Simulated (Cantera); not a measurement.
Charge: 1 mol AlI3, 7 mol NH3, 46 mol N2, at 1373 K.

These are equilibrium values from Cantera (NASA tables, ideal gas, pure condensed phases), not measurements of a reactor. Candidate condensed phases: Al, AlI3, AlN, I2; 19 gas species. Rates play no part.

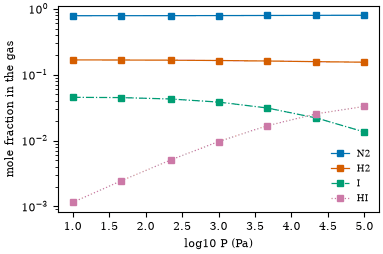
Figure: Equilibrium gas composition (values under 1e-9 drawn at 1e-9)

### Question
Read off the mole fractions at 4600 Pa.

### Answer
N2 about 0.79, H2 about 0.16, I about 0.031, HI about 0.017.
